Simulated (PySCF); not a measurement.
# USVWN5/STO-3G run of CH3B (SMILES B[CH])

Aim: the vertical triplet–singlet gap of CH3B at USVWN5/STO-3G, from 2 runs. The job is set up through a Python script.

Program for the calculation: PySCF 2.14.0.

8 further runs of the same task are left out: 8 set aside as unsound or not needed.

## 1. The molecule

The species is CH3B (5 atoms), meant as a triplet with charge 0. SMILES: `B[CH]`. The coordinates come from a GFN2-xTB relaxation.

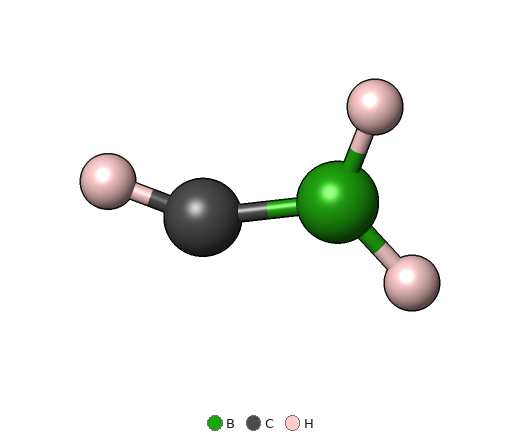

Viewed from a chosen angle; boron green, carbon dark grey, hydrogen pink.

## 2. The energy at USVWN5/STO-3G

Input file input.py:

```python
# B[CH]
from pyscf import gto, dft

mol = gto.M(
    atom='''
B   -0.352450  -0.401400  -0.071360
C    0.507540   0.779550  -0.141970
H   -0.308550  -1.118250   0.866820
H   -1.104620  -0.672740  -0.931370
H    1.258080   1.412850   0.277880
''',
    verbose=4,
    max_memory=1860,
    basis='sto-3g',
    spin=2,
    charge=0,
)

calc0 = dft.UKS(mol, xc='svwn')
calc0.conv_tol = 1e-10
calc0.grids.level = 5
calc0.kernel()
if not calc0.converged:
    calc0 = calc0.newton().run(calc0.mo_coeff, calc0.mo_occ)

e_final = calc0.e_tot
print('E(%s) = %.9f' % ('SVWN5', e_final))
```

The run is started by

```
OMP_NUM_THREADS=1 python input.py
```

Standard output:

```text
PySCF version 2.14.0

[INPUT] num. atoms = 5
[INPUT] num. electrons = 14
[INPUT] charge = 0
[INPUT] spin (= nelec alpha-beta = 2S) = 2
[INPUT] symmetry False subgroup None
[INPUT] Mole.unit = angstrom
[INPUT] Symbol           X                Y                Z      unit          X                Y                Z       unit  Magmom
[INPUT]  1 B     -0.352450000000  -0.401400000000  -0.071360000000 AA   -0.666033972603  -0.758536066400  -0.134850856249 Bohr   0.0
[INPUT]  2 C      0.507540000000   0.779550000000  -0.141970000000 AA    0.959111597262   1.473136000405  -0.268284417905 Bohr   0.0
[INPUT]  3 H     -0.308550000000  -1.118250000000   0.866820000000 AA   -0.583074995735  -2.113186238795   1.638052399295 Bohr   0.0
[INPUT]  4 H     -1.104620000000  -0.672740000000  -0.931370000000 AA   -2.087429271717  -1.271294353040  -1.760034220636 Bohr   0.0
[INPUT]  5 H      1.258080000000   1.412850000000   0.277880000000 AA    2.377426642793   2.669899555092   0.525117095494 Bohr   0.0

nuclear repulsion = 22.7488484644956
number of shells = 9
number of NR pGTOs = 39
number of NR cGTOs = 13
basis = sto-3g
ecp = {}

******** <class 'pyscf.dft.uks.UKS'> ********
method = UKS
initial guess = minao
damping factor = 0
level_shift factor = 0
DIIS = <class 'pyscf.scf.diis.CDIIS'>
diis_start_cycle = 1
diis_space = 8
diis_damp = 0
SCF conv_tol = 1e-10
SCF conv_tol_grad = None
SCF max_cycles = 50
direct_scf = True
direct_scf_tol = 1e-13
number electrons alpha = 8  beta = 6
XC library pyscf.dft.libxc version 7.0.0
    S. Lehtola, C. Steigemann, M. J.T. Oliveira, and M. A.L. Marques.,  SoftwareX 7, 1–5 (2018)
XC functionals = svwn
    P. A. M. Dirac.,  Math. Proc. Cambridge Philos. Soc. 26, 376 (1930)
    F. Bloch.,  Z. Phys. 57, 545 (1929)
    S. H. Vosko, L. Wilk, and M. Nusair.,  Can. J. Phys. 58, 1200 (1980)
radial grids:
    Treutler-Ahlrichs [JCP 102, 346 (1995); DOI:10.1063/1.469408] (M4) radial grids

becke partition: Becke, JCP 88, 2547 (1988); DOI:10.1063/1.454033
pruning grids: <function nwchem_prune>
grids dens level: 5
symmetrized grids: False
atomic radii adjust function: <function treutler_atomic_radii_adjust>
small_rho_cutoff = 0
Set gradient conv threshold to 1e-05
tot grids = 156760
init E= -63.0406839443381
[... the frontier-level lines of each cycle are left out ...]


cycle= 1 E= -63.095314721547  delta_E= -0.0546  |g|= 0.0735  |ddm|= 1.99
cycle= 2 E= -63.0998535833792  delta_E= -0.00454  |g|= 0.0608  |ddm|= 0.279
cycle= 3 E= -63.1027320753435  delta_E= -0.00288  |g|= 0.023  |ddm|= 0.133
cycle= 4 E= -63.1031412523722  delta_E= -0.000409  |g|= 0.0064  |ddm|= 0.0451
cycle= 5 E= -63.1031732738731  delta_E= -3.2e-05  |g|= 0.000971  |ddm|= 0.0112
cycle= 6 E= -63.1031741805981  delta_E= -9.07e-07  |g|= 0.000179  |ddm|= 0.00225
cycle= 7 E= -63.1031742115056  delta_E= -3.09e-08  |g|= 1.47e-05  |ddm|= 0.000371
cycle= 8 E= -63.1031742117524  delta_E= -2.47e-10  |g|= 3.42e-06  |ddm|= 3.86e-05
cycle= 9 E= -63.1031742117652  delta_E= -1.28e-11  |g|= 5.07e-07  |ddm|= 9.07e-06
Extra cycle  E= -63.1031742117653  delta_E= -8.53e-14  |g|= 2.8e-07  |ddm|= 1.63e-06
converged SCF energy = -63.1031742117653  <S^2> = 2.0034095  2S+1 = 3.0022721
E(SVWN5) = -63.103174212
```

Run time: 1.6 s. Hardware: 1 thread of Arm Neoverse V2, shared host; peak memory 0.13 GiB.

## 3. The singlet at the same level

Input file run.py:

```python
from pyscf import gto, dft

system = gto.Mole()
system.atom = '''
B   -0.352450  -0.401400  -0.071360
C    0.507540   0.779550  -0.141970
H   -0.308550  -1.118250   0.866820
H   -1.104620  -0.672740  -0.931370
H    1.258080   1.412850   0.277880
'''
system.basis = 'sto-3g'
system.max_memory = 1860
system.verbose = 3
system.build()

mf = dft.RKS(system, xc='svwn')
mf.conv_tol = 1e-10
mf.grids.level = 5
mf.kernel()
if not mf.converged:
    mf = mf.newton().run(mf.mo_coeff, mf.mo_occ)

energy = mf.e_tot
print('E(%s) = %.9f' % ('SVWN5', energy))
```

The run is started by

```
OMP_NUM_THREADS=1 python run.py
```

Standard output:

```text
converged SCF energy = -63.1087784548747
E(SVWN5) = -63.108778455
```

Wall time 1.3 s (1 thread of Arm Neoverse V2, shared host); peak memory 0.13 GiB.

## 4. What came out

At USVWN5/STO-3G:

| quantity | value |
| --- | --- |
| triplet: total energy | -63.10317 Eh |
| triplet: dipole moment | 1.19 D |
| triplet: HOMO energy (highest over α and β) | -2.96 eV |
| triplet: LUMO energy (lowest over α and β) | -2.74 eV |
| triplet: ⟨S²⟩ | 2.003 |
| singlet: total energy | -63.10878 Eh |
| singlet: dipole moment | 1.38 D |
| singlet: HOMO energy | -3.29 eV |
| singlet: LUMO energy | -2.60 eV |
| singlet: HOMO–LUMO gap | 0.70 eV |
| vertical energy of the singlet above the triplet | -0.152 eV |

What this shows: At this shape the singlet lies 0.15 eV (14.7 kJ/mol) below the triplet. In a minimal basis such a difference can be off by several eV, whatever the method. Mulliken charges (singlet) run from -0.10 on B1 to +0.13 on H5; they depend strongly on the basis.
